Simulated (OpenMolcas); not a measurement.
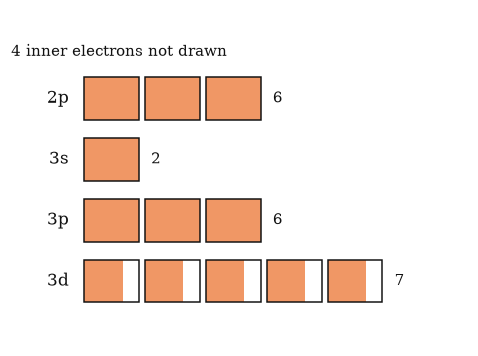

The outer shells of the leading configuration of the lowest level: a box for each of the 2l + 1 orbitals, shaded by the share of the shell that is filled, with the electron count at the right.

Multiconfigurational calculation for Co²⁺ complex (part 1 of 2)

System: Co²⁺ with 6 ligands (F; octahedron, 1.996 Å), embedded in LiF by model potentials and point charges, whose field is part of the energies.
Method: state-averaged CASSCF, active space 7 electrons in the shell 3d, basis ANO-RCC-VDZP on the metal and ANO-RCC-VDZP on the ligands, DKH2 scalar Hamiltonian, spin-orbit coupling by RASSI with atomic mean-field integrals (OpenMolcas).

### Output (extracts)
```
--- SEWARD ---
Basis set label: CO.ANO-RCC...5S4P2D1F.

      Electronic valence basis set:
      ------------------
      Associated Effective Charge  27.000000 au
      Associated Actual Charge     27.000000 au
      Nuclear Model: Point charge

      Shell  nPrim  nBasis  Cartesian Spherical Contaminant
         s      21       5        X
         p      15       4        X
         d      10       2                 X
         f       6       1                 X
                  Relativistic Douglas-Kroll-Hess integrals:
                    - DKH order of Hamiltonian: 2
                    - DKH order of Properties : 0
                  Atomic mean-field integrals
--- RASSCF ---
Wave function specifications:
      -----------------------------

      Number of closed shell electrons          78
      Number of electrons in active shells       7
      Max number of holes in RAS1 space          0
      Max nr of electrons in RAS3 space          0
      Number of inactive orbitals               39
      Number of active orbitals                  5
      Number of secondary orbitals              74
      Spin quantum number                      1.5
      State symmetry                             1
Orbital specifications:
      -----------------------

      Symmetry species                           1   2
                                                ag  au
      Frozen orbitals                            0   0
      Inactive orbitals                         18  21
      Active orbitals                            5   0
      RAS1 orbitals                              0   0
      RAS2 orbitals                              5   0
      RAS3 orbitals                              0   0
      Secondary orbitals                        34  40
      Deleted orbitals                           0   0
      Number of basis functions                 57  61
      Number of CSFs                            10
      Number of root(s) required                10
      Iter CI   SX   CI       RASSCF       Energy    max ROT     max BLB   max BLB  Level Ln srch  Step   QN
          iter iter root      energy       change     param      element    value   shift minimum  type update
 Nr of preliminary CI iterations:   1
      Total energies have been shifted. Add                -1000.00 au
        1   1   10    0  -991.44050460    0.00E+00  -6.31E-02    8  35 2 -3.08E-01*  1.10   0.00    SX    NO
        2   1   10    0  -991.93523411   -4.95E-01* -4.39E-02   21  24 2  1.11E-01*  0.80   0.00    SX    NO
        3   1   10    0  -991.98453728   -4.93E-02* -1.68E-02   21  24 2  5.46E-02*  0.77   0.00    SX    NO
        4   1    9    0  -991.99371464   -9.18E-03* -8.06E-03   21  24 2  3.00E-02*  0.74   0.00    SX    NO
        5   1    9    0  -991.99619488   -2.48E-03* -8.25E-03   21  24 2  1.72E-02*  0.74   2.07    LS   YES
        6   1    8    0  -991.99709931   -9.04E-04* -2.37E-03    6  34 2 -1.47E-02*  0.74   1.05    QN   YES
        7   1    8    0  -991.99729973   -2.00E-04* -1.48E-03   21  27 1 -3.80E-03*  0.73   0.89    QN   YES
        8   1    7    0  -991.99734069   -4.10E-05* -5.74E-04   21  56 2 -7.12E-04*  0.73   1.38    QN   YES
        9   1    7    0  -991.99734559   -4.89E-06* -5.34E-05    6  31 1 -1.90E-04*  0.73   1.08    QN   YES
       10   1    6    0  -991.99734579   -2.00E-07* -8.01E-05    6  31 1 -8.13E-05   0.73   2.50    LS   YES
       11   1    6    0  -991.99734573    6.04E-08* -3.51E-05    6  34 2 -9.15E-05   0.73   0.37    LS   YES
       12   1    6    0  -991.99734581   -8.51E-08* -3.41E-05    7  41 1  5.87E-05   0.73   1.43    QN   YES
       13   1    5    0  -991.99734584   -2.54E-08*  6.82E-06    6  34 2 -1.37E-05   0.73   1.13    QN   YES
       14   1    4    0  -991.99734584   -7.00E-10   1.03E-06    6  32 1 -3.40E-06   0.73   2.50    QN   YES
      Convergence after 14 iterations
       15   1    4    0  -991.99734584   -8.55E-11   1.03E-06   20  26 1 -7.79E-07   0.73   2.50    QN   YES
      Natural orbitals and occupation numbers for root  1
      sym 1:   1.000000   1.909365   1.909365   1.090635   1.090635
      Natural orbitals and occupation numbers for root  2
      sym 1:   1.000000   1.909418   1.090582   1.090582   1.909418
      Natural orbitals and occupation numbers for root  3
      sym 1:   1.000000   1.909421   1.090579   1.909421   1.090579
::    RASSCF root number  1 Total energy:  -1992.05110510
::    RASSCF root number  2 Total energy:  -1992.05110510
::    RASSCF root number  3 Total energy:  -1992.05110510
::    RASSCF root number  4 Total energy:  -1992.01331173
::    RASSCF root number  5 Total energy:  -1992.01331173
::    RASSCF root number  6 Total energy:  -1992.01331173
::    RASSCF root number  7 Total energy:  -1991.96917386
::    RASSCF root number  8 Total energy:  -1991.93701135
::    RASSCF root number  9 Total energy:  -1991.93701135
::    RASSCF root number 10 Total energy:  -1991.93701135
--- RASSCF ---
Wave function specifications:
      -----------------------------

      Number of closed shell electrons          78
      Number of electrons in active shells       7
      Max number of holes in RAS1 space          0
      Max nr of electrons in RAS3 space          0
      Number of inactive orbitals               39
      Number of active orbitals                  5
      Number of secondary orbitals              74
      Spin quantum number                      0.5
      State symmetry                             1
Orbital specifications:
      -----------------------

      Symmetry species                           1   2
                                                ag  au
      Frozen orbitals                            0   0
      Inactive orbitals                         18  21
      Active orbitals                            5   0
      RAS1 orbitals                              0   0
      RAS2 orbitals                              5   0
      RAS3 orbitals                              0   0
      Secondary orbitals                        34  40
      Deleted orbitals                           0   0
      Number of basis functions                 57  61
      Number of CSFs                            40
      Number of root(s) required                40
      Iter CI   SX   CI       RASSCF       Energy    max ROT     max BLB   max BLB  Level Ln srch  Step   QN
          iter iter root      energy       change     param      element    value   shift minimum  type update
 Nr of preliminary CI iterations:   1
      Total energies have been shifted. Add                -1000.00 au
        1   1    9    0  -991.87846353    0.00E+00  -7.92E-03   22  29 1 -1.03E-02*  0.74   0.00    SX    NO
        2   1    8    0  -991.87914993   -6.86E-04*  4.28E-03    9  34 2 -9.28E-03*  0.74   0.00    SX    NO
        3   1    8    0  -991.87927043   -1.20E-04* -1.31E-03   20  26 1 -2.13E-03*  0.74   0.00    SX    NO
        4   1    7    0  -991.87929364   -2.32E-05*  8.52E-04    9  34 2 -1.90E-03*  0.74   0.00    SX    NO
        5   1    7    0  -991.87929832   -4.68E-06* -4.16E-04    9  34 2  5.28E-04*  0.74   1.00    QN   YES
        6   1    6    0  -991.87929953   -1.20E-06* -8.00E-05    9  34 2  1.04E-04*  0.74   1.20    QN   YES
        7   1    5    0  -991.87929955   -2.52E-08* -1.20E-04   10  24 1 -1.42E-05   0.74   2.50    LS   YES
        8   1    6    0  -991.87929948    7.23E-08* -8.10E-05    7  32 2 -1.38E-04*  0.74   0.03    LS   YES
        9   1    6    0  -991.87929954   -6.56E-08* -3.71E-05    7  32 2 -3.96E-05   0.74   1.44    QN   YES
       10   1    5    0  -991.87929955   -8.08E-09   1.95E-06   10  24 1 -6.05E-06   0.74   1.05    QN   YES
      Convergence after 10 iterations
       11   1    5    0  -991.87929955   -1.96E-10   1.95E-06   10  24 1 -2.67E-06   0.74   1.05    QN   YES
      Natural orbitals and occupation numbers for root  1
      sym 1:   1.010722   1.935105   0.132260   1.951315   1.970598
      Natural orbitals and occupation numbers for root  2
      sym 1:   0.132260   1.969574   1.010722   1.953364   1.934081
      Natural orbitals and occupation numbers for root  3
      sym 1:   1.056339   1.943658   1.943610   1.013893   1.042499
::    RASSCF root number  1 Total energy:  -1991.99261584
::    RASSCF root number  2 Total energy:  -1991.99261584
::    RASSCF root number  3 Total energy:  -1991.96076956
::    RASSCF root number  4 Total energy:  -1991.96076955
::    RASSCF root number  5 Total energy:  -1991.96076955
::    RASSCF root number  6 Total energy:  -1991.95855839
::    RASSCF root number  7 Total energy:  -1991.95855839
::    RASSCF root number  8 Total energy:  -1991.95855838
::    RASSCF root number  9 Total energy:  -1991.93299197
::    RASSCF root number 10 Total energy:  -1991.93299197
::    RASSCF root number 11 Total energy:  -1991.93299197
::    RASSCF root number 12 Total energy:  -1991.93140719
::    RASSCF root number 13 Total energy:  -1991.91527621
::    RASSCF root number 14 Total energy:  -1991.91527621
::    RASSCF root number 15 Total energy:  -1991.91527621
::    RASSCF root number 16 Total energy:  -1991.91032879
::    RASSCF root number 17 Total energy:  -1991.91032879
::    RASSCF root number 18 Total energy:  -1991.91032879
::    RASSCF root number 19 Total energy:  -1991.90033497
::    RASSCF root number 20 Total energy:  -1991.90033497
::    RASSCF root number 21 Total energy:  -1991.88373831
::    RASSCF root number 22 Total energy:  -1991.88373831
::    RASSCF root number 23 Total energy:  -1991.88373831
::    RASSCF root number 24 Total energy:  -1991.87847845
::    RASSCF root number 25 Total energy:  -1991.87847845
::    RASSCF root number 26 Total energy:  -1991.87847845
::    RASSCF root number 27 Total energy:  -1991.87649052
::    RASSCF root number 28 Total energy:  -1991.87649052
::    RASSCF root number 29 Total energy:  -1991.83482907
::    RASSCF root number 30 Total energy:  -1991.83482907
```

(Continued in part 2.) Outcome of the run: converged.
